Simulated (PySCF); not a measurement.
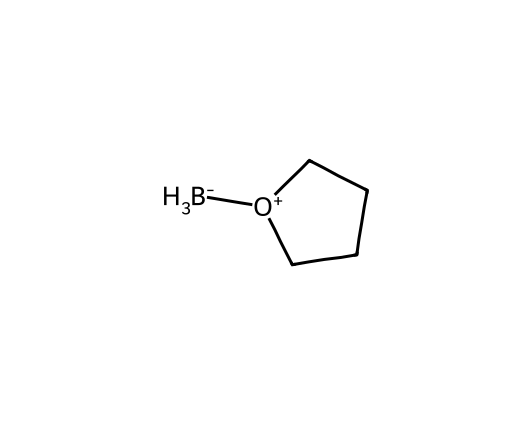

Computed geometry: GFN2-xTB optimisation. No frequency run is at hand to confirm it as a minimum. Level of theory: ωB97X-D/def2-SVPD, gas phase (PySCF 2.14.0). Excitations: vertical, linear response.

Question: What is the HOMO–LUMO gap?

Answer: 11.69 eV.

Question: What is the HOMO energy (Kohn–Sham orbital)?

Answer: −9.74 eV.

Question: Estimate the dipole moment.

Answer: 5.40 D.

Question: Estimate the mean static polarisability.

Answer: 67.2 bohr³.

The geometry is semi-empirical. Around B such bond lengths and angles can be off by a tenth of an ångström or more and by several degrees, and values that hang on the shape move with them.
